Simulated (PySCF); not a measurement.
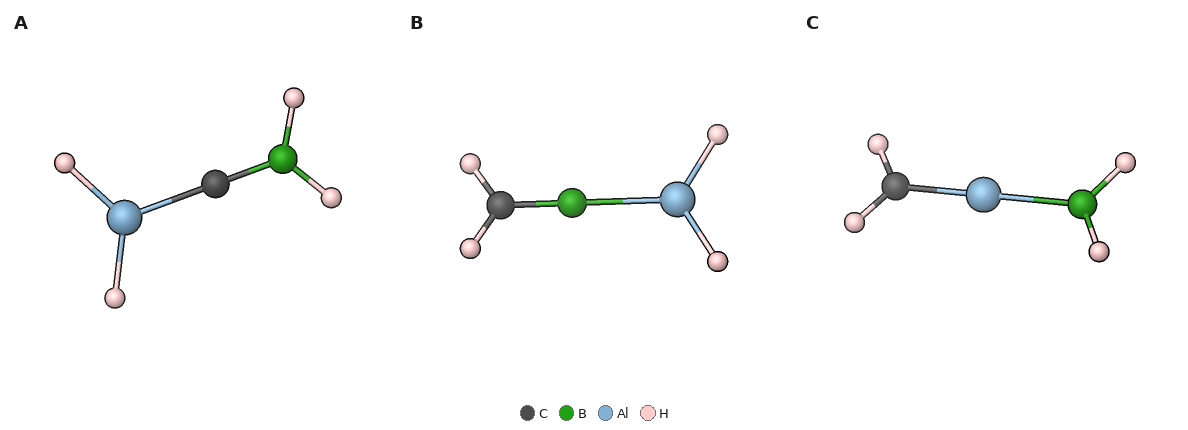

3 stationary structures of one formula. Geometries: PBE-D4/def2-SVP. Electronic energies: PBE-D4/def2-SVP (PySCF 2.14.0), without zero-point energy. No frequency run is at hand to confirm each as a minimum. Each is one conformer, not always the lowest.

> Which structure is the most stable?

B is lowest (C2v); C lies 74.8 kJ/mol above it (C2v), A lies 98.5 kJ/mol above it (C2v).
